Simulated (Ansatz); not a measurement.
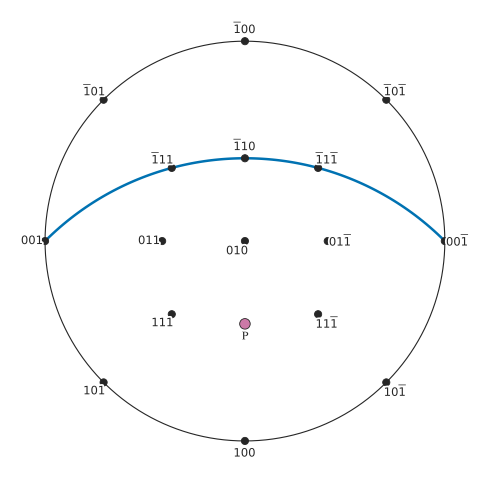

Crystal: Ir, coordinates from a relaxation with Ansatz, DFT, RPBE, plane waves (420 eV) with PAW, scalar-relativistic. Stereographic projection of plane normals (upper hemisphere) centred on (0 1 0). The drawing is computed from the coordinates (standard cell, symmetry found to 0.002 Å).

a = 3.887 Å, b = 3.887 Å, c = 3.887 Å, α = 90.00°, β = 90.00°, γ = 90.00°.

Index the pole marked P.

Answer. P is (1 1 0), 45.0° from the centre.

Which zone does the coloured great circle trace?

Answer. The zone [1 1 0]: its poles satisfy h + k = 0.

What is the angle between the normals of (0 0 −1) and (0 1 −1), and what are their d_hkl = 1/|g|?

Answer. 45.0°; d = 3.887 Å and 2.749 Å.
